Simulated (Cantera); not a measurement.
A closed system holds: 1 mol SiCl₄, 0.67 mol CH₄, 6.1 mol H₂, 0.38 mol C₂H₄, at 55.0 mbar.

Method: chemical equilibrium by Gibbs-energy minimisation in Cantera with the NASA 1993 tables (ideal gas, pure condensed phases). Candidate condensed phases: C, C₆H₆, C₇H₈, C₈H₁₈, Si, SiC; 109 gas species. The tables' values for SiCl, SiCl₃ are old estimates; treat these amounts as uncertain. Gases not in the tables: Si₂H₆ and higher silanes. Kinetics and transport are ignored.

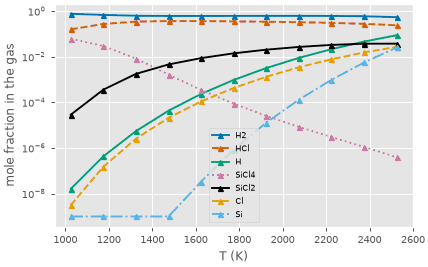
Figure. Equilibrium gas composition (values under 1e-9 drawn at 1e-9)

From 1025 K to 2375 K the condensed part is C(graphite) + SiC(s). At 2525 K the condensed part is C(graphite). The main Si-bearing gas is SiCl₄ at 1025 K and SiCl₂ at 2525 K. The share of Si in condensed phases is highest at 1475 K (91.8 %) and lowest at 2525 K (0.0 %).
